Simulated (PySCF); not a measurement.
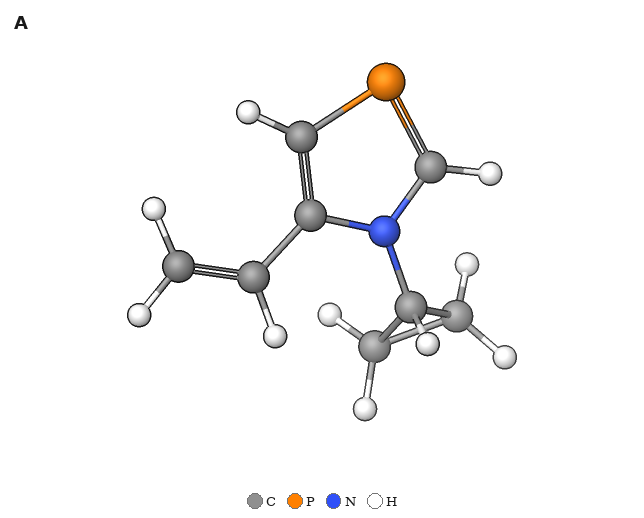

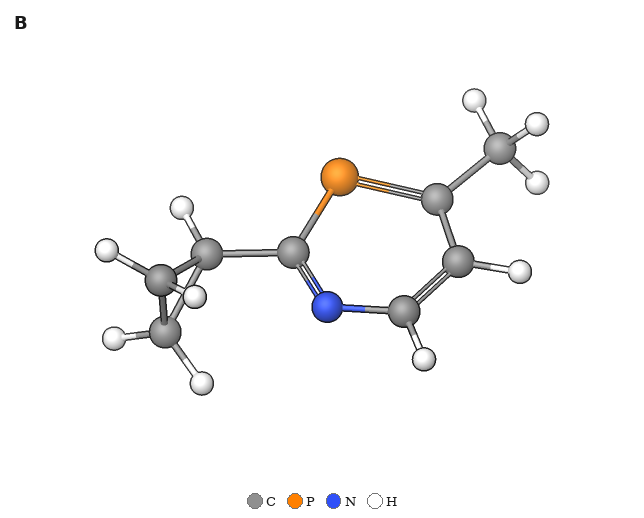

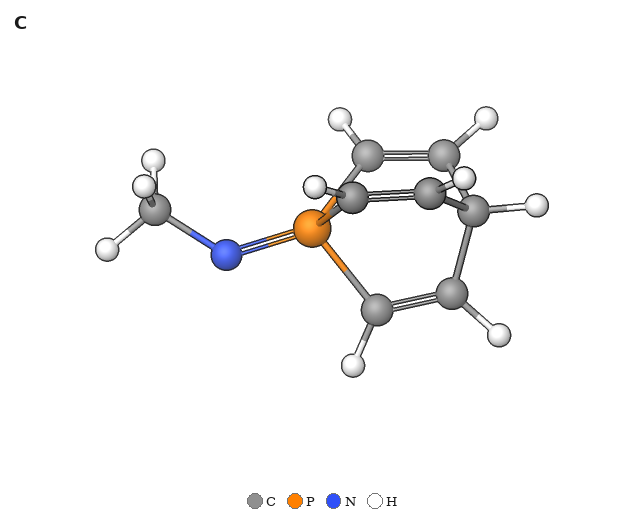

3 stationary structures of one formula. Geometries: GFN2-xTB. Electronic energies: PBE0/pcSseg-1 (PySCF 2.14.0), without zero-point energy. No frequency run is at hand to confirm each as a minimum. Each is one conformer, not always the lowest.

Rank them by energy, lowest first.

B is lowest; A lies 0.618 eV above it, C lies 2.120 eV above it. A is `C=Cc1cpcn1C1CC1`, B is `Cc1ccnc(C2CC2)p1`, C is `CN=P12C=CC(C=C1)C=C2`.

The geometry is semi-empirical. Around P such bond lengths and angles can be off by a tenth of an ångström or more and by several degrees, and values that hang on the shape move with them.
